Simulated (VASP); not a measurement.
Band structure of Tb (hcp). Calculation: PBE GGA with D4 dispersion, VASP's PBE PAW potentials (set 64) (plane waves; VASP).

The 4f electrons are frozen in the core of the lanthanide potential, so 4f levels, which can set the real gap, and their magnetism are missing.

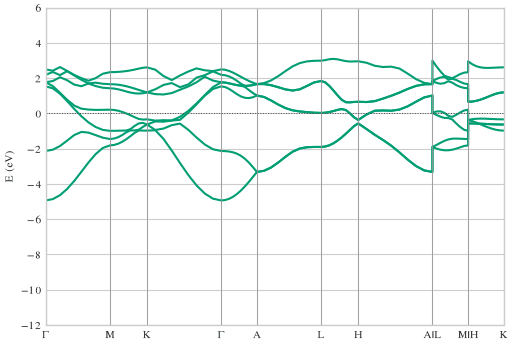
Figure: Bands along high-symmetry lines, zero at the valence-band maximum or, without a gap, the Fermi level

Problem. Read the plot: is there a gap, and where are the band edges?

Solution. It has no gap at this level: it comes out as a metal or semimetal. (Edges off the drawn lines would not show.)

The compound is Tb in the hcp structure. It was relaxed first.
